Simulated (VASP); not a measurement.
Band structure of ZnSe (zinc blende). Calculation: PBE GGA with D3 dispersion (zero damping), VASP's PBE PAW potentials (set 64) (plane waves; VASP).

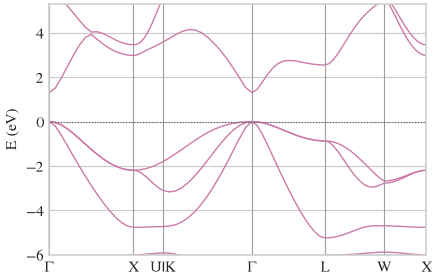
Bands along high-symmetry lines, zero at the valence-band maximum or, without a gap, the Fermi level

### Question
Read the plot: is there a gap, and where are the band edges?

### Answer
The gap is direct, 1.30 eV, from the valence maximum at Γ to the conduction minimum at Γ. (Edges off the drawn lines would not show.)

Measured: gap 2.87 eV (computed value off by -1.57 eV), as given by Wei Chen et al., Physical Review Materials (2018), doi:10.1103/physrevmaterials.2.073803 [zero-point renormalisation of 0.05 eV added back (the table's ZPR column)].

The compound is ZnSe in the zinc blende structure. It was relaxed first.
